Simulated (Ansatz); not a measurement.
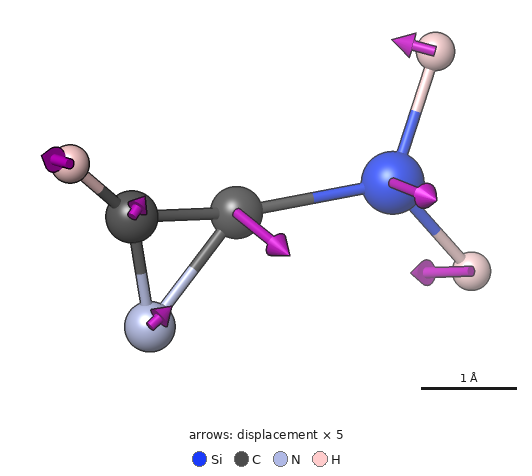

This is a relaxation of C2H3NSi. The starting structure is drawn; purple arrows show the displacements, magnified 5 times. The two geometries are superimposed by the best rigid fit.

A ball-and-stick model, seen at a tilt.

All numbers below come from RKS PBE0-D4/def2-TZVP in Ansatz.

The input:
```yaml
crystal:
  periodic: [false, false, false]
  atoms:
    - {symbol: Si, position_ang: [-0.702550, 1.150350, -0.471130]}
    - {symbol: C, position_ang: [-0.031960, -0.350840, 0.112490]}
    - {symbol: C, position_ang: [0.938760, -1.217140, 0.608820]}
    - {symbol: N, position_ang: [0.443270, -1.725170, -0.437470]}
    - {symbol: H, position_ang: [-1.537090, 1.274360, -1.651070]}
    - {symbol: H, position_ang: [-0.759190, 2.270550, 0.454370]}
    - {symbol: H, position_ang: [1.648760, -1.402110, 1.383990]}
basis:
  gaussian: {orbitals: def2-TZVP}
hamiltonian: {xc: pbe0, dispersion: d4}
relax: {f_tol: 0.005, max_steps: 200}
```

Command:
```bash
ansatz run in.yaml --threads 2 --pin off --events-out ev --progress --plain --max-ram 4352MiB
```

> Describe the change and its energy.

C2 moves most after the best rigid fit: 0.18 Å. Largest moves by element: C 0.18 Å, H 0.18 Å, Si 0.18 Å, N 0.07 Å. Among the contacts that change: C2–N4 1.555 → 1.467 Å, Si1–H5 1.451 → 1.478 Å, Si1–C2 1.745 → 1.727 Å, C3–H7 1.067 → 1.082 Å. Among the angles between lasting bonds that change: C2–Si1–H5 124.5° → 115.7°, C2–C3–H7 146.1° → 153.7°, Si1–C2–N4 139.4° → 145.8°. Over 10 accepted moves (11 points after the start) the energy falls by 4.13 kcal/mol. The largest force component goes from 1.3 to 0.0037 eV/Å. The line search rejected the trial step at point 3 of the run.
